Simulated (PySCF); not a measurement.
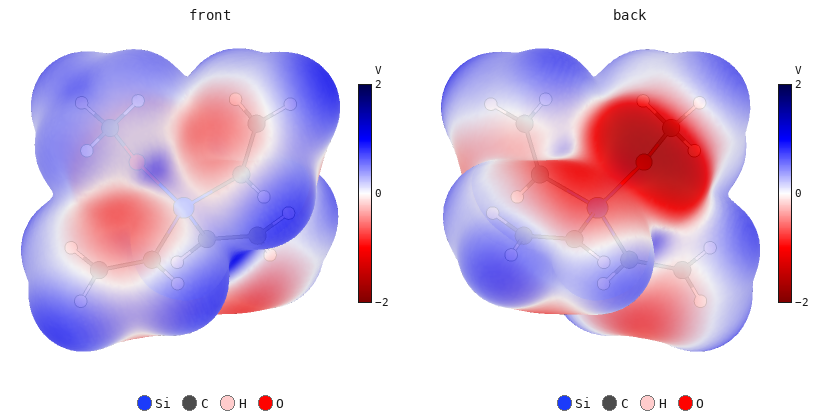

C7H12OSi (Si(vinyl)3(OMe)). The molecular electrostatic potential painted on the density surface at 0.002 e/bohr³, seen from the front and from behind; the colour scale runs from red (negative) to blue (positive).

Geometry: PBE0-D3(BJ)/def2-SVP.

All numbers below come from PBE0/pcSseg-1, SCF density, gas phase, non-relativistic (PySCF).

Input file:

```
{"job": {"kind": "nmr", "xc": "PBE0", "basis": "pcSseg-1"}, "charge": 0, "multiplicity": 1}
Si     0.272597     0.036053     0.133261
C      0.179024    -0.068641     2.000048
C      0.007211    -1.224649     2.652988
H      0.289998     0.847713     2.596289
H     -0.107623    -2.174043     2.116559
H     -0.025307    -1.282385     3.747026
C      2.043219    -0.075502    -0.436025
C      2.633553     0.839377    -1.213485
H      2.637548    -0.934527    -0.096506
H      2.088288     1.716244    -1.581177
H      3.681247     0.753523    -1.524167
C     -0.512549     1.627783    -0.462374
C     -1.084151     1.737596    -1.668630
H     -0.510253     2.512328     0.189117
H     -1.119069     0.889668    -2.363126
H     -1.542583     2.669000    -2.020717
O     -0.503509    -1.285820    -0.534667
C     -1.866496    -1.573625    -0.390745
H     -2.155650    -1.706317     0.667389
H     -2.087744    -2.510248    -0.925739
H     -2.504521    -0.777547    -0.814909
```

Command:

```sh
OMP_NUM_THREADS=2 python probes_run.py task.json out
```

Q: Where is the surface potential most negative and most positive?

A: The most negative region (about −1.6 V) lies over O17, the most positive (about +0.8 V) over Si1, H14 and H16. O17 is the likeliest acceptor of a hydrogen bond.

Q: What dipole moment does the calculation give?

A: Its dipole moment is 1.07 D.
